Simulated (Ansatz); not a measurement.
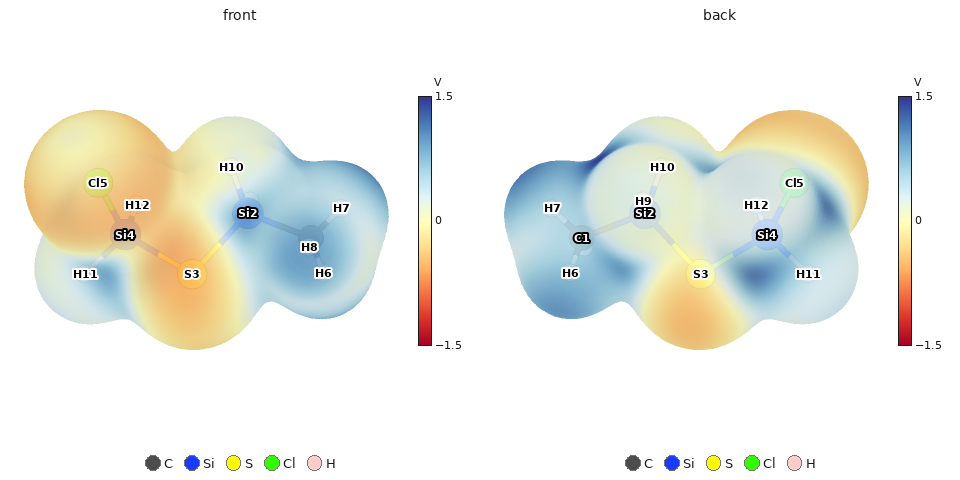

CH7ClSSi2 (SMILES C[SiH2]S[SiH2]Cl). The molecular electrostatic potential painted on the density surface at 0.002 e/bohr³, seen from the front and from behind; red is negative and blue positive.

Geometry: PBE0-D4/def2-TZVP.

The calculation used Ansatz, RKS PBE0-D4/def2-TZVPP.

Input file:

```
crystal:
  periodic: [false, false, false]
  atoms:
    - {symbol: C, position_ang: [0.888664, 2.154339, 0.637017]}
    - {symbol: Si, position_ang: [-0.141882, 0.761207, -0.042391]}
    - {symbol: S, position_ang: [1.015701, -1.042603, 0.171529]}
    - {symbol: Si, position_ang: [-0.416578, -2.424814, -0.543970]}
    - {symbol: Cl, position_ang: [-1.881039, -2.829403, 0.840270]}
    - {symbol: H, position_ang: [1.830035, 2.242130, 0.090844]}
    - {symbol: H, position_ang: [0.347120, 3.099064, 0.543329]}
    - {symbol: H, position_ang: [1.114213, 1.989934, 1.692473]}
    - {symbol: H, position_ang: [-0.452482, 0.964176, -1.481723]}
    - {symbol: H, position_ang: [-1.420723, 0.613964, 0.698695]}
    - {symbol: H, position_ang: [0.297484, -3.687566, -0.827972]}
    - {symbol: H, position_ang: [-1.103412, -1.895529, -1.744201]}
basis:
  gaussian: {orbitals: def2-TZVPP}
hamiltonian: {xc: pbe0, dispersion: d4}
output: {orbitals: {seedname: orbitals}}
```

Launched as:

```sh
ansatz run in.yaml --threads 4 --pin off --events-out ev --progress --plain --max-ram 10444MiB
```

**Which sites attract a positive test charge, and which a negative one?**

A positive charge is drawn to the negative regions and a negative charge to the positive ones. The most negative region (about −0.6 V, or −14 kcal/mol for a unit charge) lies over S3, the most positive (about +1.2 V, or +28 kcal/mol for a unit charge) over Si2 and Si4.
